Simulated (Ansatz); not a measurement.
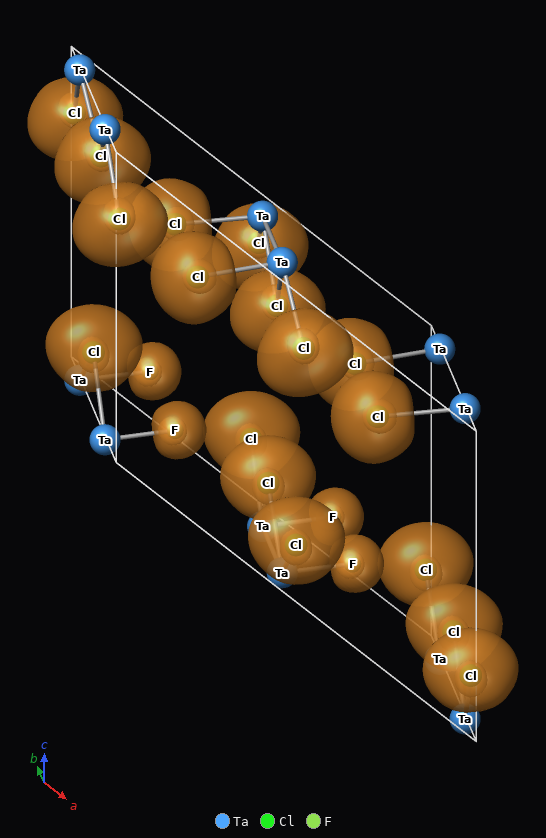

Figure 1: TaCl₃F. Isosurface of the ELF at 0.75 (orange), seen at an oblique angle. Only the valence region is drawn (cores and ρ < 0.01 e/Å³ removed). Sticks mark near contacts.

Space group Cm; a generated structure, not necessarily the stable one; changed on purpose from its base cell (volume × 0.97, shape and atoms relaxed).

Level of theory: Ansatz 0.2.0, DFT PBE, scalar-relativistic, plane waves, PAW.

In a PAW calculation such maps are meaningful between the atoms, not at the nuclei.

**Where are the electrons localised?**

At this value the surface marks out twelve regions wrapped around Cl (the valence shell of each) and four regions wrapped around F (the valence shell of each), counted in one cell of 20 atoms. Any copies at cell faces, edges or corners count once.

Values along the shortest contacts:
Ta–F (1.88 Å): the ELF peaks at about 0.75 in the valence shell of F, 0.5 Å from its nucleus, and drops to about 0.20 between the two atoms; no shared electron pair shows on this line. Ta–Cl (2.32 Å): the ELF peaks at about 0.85 in the valence shell of Cl, 0.8 Å from its nucleus, and is about 0.35 at the midpoint.
